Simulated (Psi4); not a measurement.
# triplet NBrO at 6 levels

We compute a comparison of 6 runs (UHF/STO-3G, UHF/3-21G, UB3LYP/6-31G*, U-wB97X-V/def2-TZVP, UTPSSh/def2-TZVP, UMP3/def2-TZVP) of triplet NBrO. 

The results are computed with Psi4 1.11.

3 further runs of the same task are left out: 3 set aside as unsound or not needed.

## (1) The system as given

The species is NBrO (3 atoms), meant as a triplet with charge 0. SMILES of the parent species: `O=NBr`. The coordinates come from a PBE0-D4/def2-TZVP relaxation. That shape belongs to the parent species and isn't relaxed for this state.

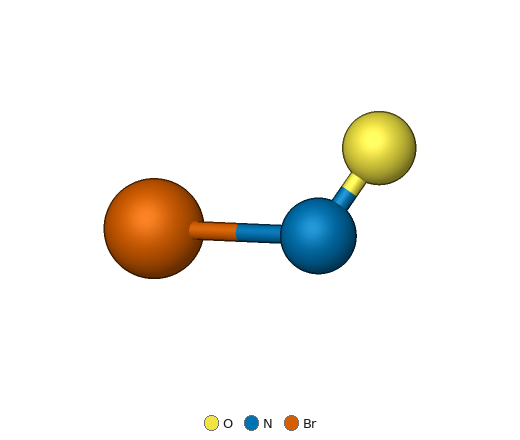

The structure, seen from a chosen angle (oxygen yellow, nitrogen blue, bromine orange).

## (2) Energy and forces at UHF/STO-3G (run 1)

job.json

```json
{
 "schema_name": "qcschema_input",
 "schema_version": 1,
 "molecule": {
  "schema_name": "qcschema_molecule",
  "schema_version": 2,
  "symbols": ["O", "N", "Br"],
  "geometry": [1.77970627, -1.22227486, 0.84759886, -0.08492429, -1.20277288, -0.17561225, -1.69478198, 2.42504774, -0.67196771],
  "molecular_charge": 0,
  "molecular_multiplicity": 3,
  "fix_symmetry": "c1"
 },
 "driver": "gradient",
 "model": {
  "method": "hf",
  "basis": "STO-3G"
 },
 "keywords": {
  "reference": "uhf",
  "puream": true,
  "e_convergence": 1e-09,
  "d_convergence": 1e-08,
  "scf_type": "pk",
  "maxiter": 100,
  "scf_properties": ["WIBERG_LOWDIN_INDICES", "DIPOLE", "LOWDIN_CHARGES"]
 }
}
```

On the command line:

```sh
psi4 --qcschema job.json -n 1 --memory 2200MB
```

stdout:

```text
[...]
  Running in c1 symmetry.
[...]
  Nuclear repulsion =  140.795785610311668
[...]
  Multiplicity = 3
[...]
  Nalpha       = 26
  Nbeta        = 24
[...]
    Number of basis functions: 28
[...]
   @UHF iter   1: -2672.01465129729831   -2.11022e+00   1.01525e-02 ADIIS/DIIS
[...]
   @UHF iter  19: -2672.13461415846223   -1.36424e-12   9.85805e-09 DIIS
[...]
   @S^2 Observed:                2.096491030E+00
[...]
    Orbital Energies [Eh]
    ---------------------
    Alpha Occupied:
       1A   -484.491322     2A    -63.217899     3A    -57.771022
       4A    -57.765060     5A    -57.765019     6A    -20.489666
       7A    -15.489253     8A     -9.167189     9A     -6.926761
      10A     -6.903426    11A     -6.903388    12A     -2.276841
      13A     -2.271158    14A     -2.271143    15A     -2.254472
      16A     -2.254472    17A     -1.609245    18A     -0.958595
      19A     -0.848973    20A     -0.743435    21A     -0.671002
      22A     -0.616034    23A     -0.375260    24A     -0.356687
      25A     -0.349109    26A     -0.310197
    Alpha Virtual:
[...]
  @UHF Final Energy: -2672.13461415846223
   => Energetics <=
    Nuclear Repulsion Energy =            140.7957856103116683
    One-Electron Energy =               -4017.2704263725163401
    Two-Electron Energy =                1204.3400266037424444
    Total Energy =                      -2672.1346141584622274
  UHF NO Occupations:
  HONO-2 :   24  A 1.9510266
  HONO-1 :   25  A 1.0000000
[...]
 Multipole Moments:
 ------------------------------------------------------------------------------------
     Multipole            Electronic (a.u.)      Nuclear  (a.u.)        Total (a.u.)
 ------------------------------------------------------------------------------------
 L = 1.  Multiply by 2.5417464519 to convert [e a0] to [Debye]
 Dipole X            :         -3.3004050            3.4253501            0.1249451
 Dipole Y            :          4.5303666           -4.4906636            0.0397030
 Dipole Z            :          0.0000000            0.0000000            0.0000000
 Magnitude           :                                                    0.1311015
[...]
  -Total Gradient:
     Atom            X                  Y                   Z
    ------   -----------------  -----------------  -----------------
       1       -0.280781048763     0.007657241090    -0.000000000000
       2        0.267597639639     0.014921577305    -0.000000000000
       3        0.013183409312    -0.022578818515     0.000000000000
[...]
```

The result, in JSON:

```text
{
 "driver": "gradient",
 "model": {
  "method": "hf",
  "basis": "STO-3G"
 },
 "success": true,
 "return_result": [-0.2807810487631718, 0.0076572410898184335, -3.0169557044979514e-16, 0.26759763963921457, 0.014921577304606186, -2.4671543885180543e-16, 0.013183409312313793, -0.02257881851505253, 5.48411009324638e-16],
 "properties": {
  "calcinfo_nbasis": 28,
  "calcinfo_nmo": 28,
  "calcinfo_nalpha": 26,
  "calcinfo_nbeta": 24,
  "calcinfo_natom": 3,
  "nuclear_repulsion_energy": 140.79578561031167,
  "return_energy": -2672.134614158462,
  "return_gradient": [-0.2807810487631718, 0.0076572410898184335, -3.0169557044979514e-16, 0.26759763963921457, 0.014921577304606186, -2.4671543885180543e-16, 0.013183409312313793, -0.02257881851505253, 5.48411009324638e-16],
  "scf_one_electron_energy": -4017.2704263725163,
  "scf_two_electron_energy": 1204.3400266037424,
  "scf_dipole_moment": [0.12494506210143896, 0.039702951234274586, 2.153628968345046e-15],
  "scf_total_energy": -2672.134614158462,
  "scf_total_gradient": [-0.2807810487631718, 0.0076572410898184335, -3.0169557044979514e-16, 0.26759763963921457, 0.014921577304606186, -2.4671543885180543e-16, 0.013183409312313793, -0.02257881851505253, 5.48411009324638e-16],
  "scf_iterations": 19
 }
}
```

Run time: 5.4 s. Hardware: 1 thread of Intel Xeon at 2.50GHz (Skylake/Cascade Lake), shared host; peak memory 0.2 GiB.

## (3) Energy and gradient at UHF/3-21G (run 2)

calc.py

```python
import psi4

psi4.set_memory(2200000000)
psi4.set_num_threads(1)
psi4.core.set_output_file('output.dat', False)

molecule = psi4.geometry("""
0 3
O      0.941780    -0.646800     0.448530
N     -0.044940    -0.636480    -0.092930
Br    -0.896840     1.283280    -0.355590
symmetry c1
no_reorient
no_com
""")

options = {'basis': '3-21G', 'reference': 'uhf', 'puream': True, 'e_convergence': 1e-09, 'd_convergence': 1e-08, 'scf_type': 'pk', 'maxiter': 100}
psi4.set_options(options)

e_tot, wfn = psi4.gradient('scf', molecule=molecule, return_wfn=True)
psi4.oeprop(wfn, 'QUADRUPOLE', 'DIPOLE', 'MULLIKEN_CHARGES')
print('gradient / Eh bohr^-1')
print(e_tot.np.round(6))
print(f'energy = {wfn.energy():.10f} Eh')
for k, v in sorted(psi4.core.scalar_variables().items()):
    print(f'{k:45s} {v:18.10f}')
```

On the command line:

```sh
python calc.py
```

output.dat:

```text
[...]
  Running in c1 symmetry.
[...]
  Nuclear repulsion =  140.795785520346357
[...]
  Multiplicity = 3
[...]
  Nalpha       = 26
  Nbeta        = 24
[...]
    Number of basis functions: 40
[...]
   @UHF iter   1: -2688.35474593496201   -1.99582e+00   1.21417e-02 ADIIS/DIIS
[...]
   @UHF iter  20: -2688.49737662287589   -3.18323e-12   8.05785e-09 DIIS
[...]
   @S^2 Observed:                2.081041679E+00
[...]
  @UHF Final Energy: -2688.49737662287589
   => Energetics <=
    Nuclear Repulsion Energy =            140.7957855203463566
    One-Electron Energy =               -4025.9257844977501009
    Two-Electron Energy =                1196.6326223545279390
    Total Energy =                      -2688.4973766228758905
  UHF NO Occupations:
  HONO-2 :   24  A 1.9623184
  HONO-1 :   25  A 1.0000000
[...]
  -Total Gradient:
     Atom            X                  Y                   Z
    ------   -----------------  -----------------  -----------------
       1       -0.104380341136     0.010881914027    -0.056229055881
       2        0.082291665898     0.027555386793     0.048203161719
       3        0.022088675062    -0.038437300873     0.008025894212
[...]
 Multipole Moments:
 ------------------------------------------------------------------------------------
     Multipole            Electronic (a.u.)      Nuclear  (a.u.)        Total (a.u.)
 ------------------------------------------------------------------------------------
 L = 1.  Multiply by 2.5417464519 to convert [e a0] to [Debye]
 Dipole X            :         45.6197907          -45.6741891           -0.0543984
 Dipole Y            :        -66.6500104           66.6790619            0.0290515
 Dipole Z            :         17.9405668          -17.9673648           -0.0267980
 Magnitude           :                                                    0.0672407
 L = 2.  Multiply by 1.3450342976 to convert [e a0^2] to [Debye ang]
 Quadrupole XX       :       -148.0747907          125.9193286          -22.1554620
 Quadrupole XY       :        160.1156462         -160.5347617           -0.4191155
[...]
  Mulliken Charges: (a.u.)
   Center  Symbol    Alpha    Beta     Spin     Total
       1     O     4.49724  3.75479  0.74245 -0.25202
       2     N     3.65567  3.16155  0.49412  0.18279
       3    BR    17.84709 17.08367  0.76343  0.06924
   Total alpha = 26.00000, Total beta = 24.00000, Total charge =  0.00000
```

The script printed:

```text
gradient / Eh bohr^-1
[[-0.10438   0.010882 -0.056229]
 [ 0.082292  0.027555  0.048203]
 [ 0.022089 -0.038437  0.008026]]
energy = -2688.4973766229 Eh
CURRENT ENERGY                                  -2688.4973766229
CURRENT REFERENCE ENERGY                        -2688.4973766229
DD SOLVATION ENERGY                                 0.0000000000
HF KINETIC ENERGY                                2696.6706310151
HF POTENTIAL ENERGY                             -5385.1680076379
HF TOTAL ENERGY                                 -2688.4973766229
HF VIRIAL RATIO                                     1.9969691314
NUCLEAR REPULSION ENERGY                          140.7957855203
ONE-ELECTRON ENERGY                             -4025.9257844978
PCM POLARIZATION ENERGY                             0.0000000000
PE ENERGY                                           0.0000000000
SCF ITERATION ENERGY                            -2688.4973766229
SCF ITERATIONS                                     20.0000000000
SCF TOTAL ENERGY                                -2688.4973766229
TWO-ELECTRON ENERGY                              1196.6326223545
```

It took 4.2 s on 1 thread of Intel Xeon at 2.50GHz (Skylake/Cascade Lake), shared host; peak memory 0.2 GiB.

Runs 3 to 5 aren't shown in full; the table further down has their settings and results.

## (4) The energy at UMP3/def2-TZVP (run 6)

job.in

```
memory 2.2 GB

molecule {
  0 3
  O      0.941780    -0.646800     0.448530
  N     -0.044940    -0.636480    -0.092930
  Br    -0.896840     1.283280    -0.355590
  units angstrom
  symmetry c1
  no_reorient
  no_com
}

set {
  basis def2-TZVP
  reference uhf
  puream true
  e_convergence 1e-09
  d_convergence 1e-08
  scf_type pk
  num_frozen_docc 11
  maxiter 100
  mp_type conv
}

e_tot = energy('mp3')
```

On the command line:

```sh
psi4 job.in job.out -n 1
```

job.out:

```text
[...]
  Running in c1 symmetry.
[...]
  Nuclear repulsion =  140.795785520346357
[...]
  Multiplicity = 3
[...]
  Nalpha       = 26
  Nbeta        = 24
[...]
    Number of basis functions: 110
[...]
   @UHF iter   1: -2701.38992444943551   -2.11746e+00   1.11399e-02 ADIIS/DIIS
[...]
   @UHF iter  22: -2701.66369323184927   -3.63798e-12   7.84623e-09 DIIS
[...]
   @S^2 Observed:                2.103554165E+00
[...]
    Orbital Energies [Eh]
    ---------------------
    Alpha Occupied:
       1A   -490.055028     2A    -65.196349     3A    -58.555987
       4A    -58.549252     5A    -58.549133     6A    -20.722513
       7A    -15.735596     8A     -9.872113     9A     -7.494716
      10A     -7.472973    11A     -7.472719    12A     -3.229621
      13A     -3.224207    14A     -3.224036    15A     -3.208144
      16A     -3.208143    17A     -1.670706    18A     -1.085991
      19A     -0.976704    20A     -0.824631    21A     -0.756310
      22A     -0.745230    23A     -0.479982    24A     -0.469624
      25A     -0.451632    26A     -0.410618
    Alpha Virtual:
[...]
  @UHF Final Energy: -2701.66369323184927
   => Energetics <=
    Nuclear Repulsion Energy =            140.7957855203463566
    One-Electron Energy =               -4039.3680851869676189
    Two-Electron Energy =                1196.9086064347716274
    Total Energy =                      -2701.6636932318497202
  UHF NO Occupations:
  HONO-2 :   24  A 1.9582996
  HONO-1 :   25  A 1.0000000
[...]
 Multipole Moments:
 ------------------------------------------------------------------------------------
     Multipole            Electronic (a.u.)      Nuclear  (a.u.)        Total (a.u.)
 ------------------------------------------------------------------------------------
 L = 1.  Multiply by 2.5417464519 to convert [e a0] to [Debye]
 Dipole X            :         45.6760044          -45.6741891            0.0018153
 Dipole Y            :        -66.7339151           66.6790619           -0.0548532
 Dipole Z            :         17.9624835          -17.9673648           -0.0048814
 Magnitude           :                                                    0.0550999
[...]
	SCS-MP2 Total Energy (a.u.)        : -2702.28144521257036
	SOS-MP2 Total Energy (a.u.)        : -2702.26579902987487
[...]
	SOS-PI-MP2 Total Energy (a.u.)     : -2702.31211486049233
[...]
	MP2 Total Energy (a.u.)            : -2702.31273757796043
[...]
	SCS-MP3 Total Energy (a.u.)        : -2702.28292403370961
[...]
	MP3 Total Energy (a.u.)            : -2702.31865286251696
[...]
```

Wall time 2.4 min (1 thread of Intel Xeon at 2.50GHz (Skylake/Cascade Lake), shared host); peak memory 1.1 GiB.

## (5) The series

```
run                                level      task  Cartesian functions   energy (Eh)  dipole moment (D)  HOMO energy (eV)  LUMO energy (eV)  wall time
  1                           UHF/STO-3G  gradient                   no  -2672.134614               0.33             -8.44              2.84      5.4 s
  2                            UHF/3-21G  gradient                   no  -2688.497377               0.17            -11.04             -0.42      4.2 s
  3  UB3LYP/6-31G* (Cartesian functions)    energy                  yes  -2703.711884               0.07             -5.92             -5.69       21 s
  4                  U-wB97X-V/def2-TZVP    energy                   no  -2703.762628               0.09             -8.87             -3.15    2.4 min
  5                     UTPSSh/def2-TZVP  gradient                   no  -2703.962019               0.05             -5.48                 –    2.5 min
  6                       UMP3/def2-TZVP    energy                   no  -2702.318653                  –            -11.17             -0.66    2.4 min
```

## (6) Summary of results

```
                                                         quantity           value
                                              run 6: total energy  -2702.31865 Eh
run 6: HOMO energy (Hartree–Fock orbitals) (highest over α and β)       -11.17 eV
 run 6: LUMO energy (Hartree–Fock orbitals) (lowest over α and β)        -0.66 eV
              run 6: correlation energy (11 core orbitals frozen)      -655.0 mEh
                         run 6: ⟨S²⟩ of the reference determinant           2.104
```

Over runs 1, 2, 3, 4, 5 the dipole moment (its size) runs from 0.05 D (UTPSSh/def2-TZVP) to 0.33 D (UHF/STO-3G). The two ends differ in method and basis. Totals of different functionals can't be ranked against each other. In run 1 the basis is minimal, so the values are rough. Spin contamination of the reference: run 6 ⟨S²⟩ = 2.10. All runs together took 7.8 min, the longest 2.5 min.
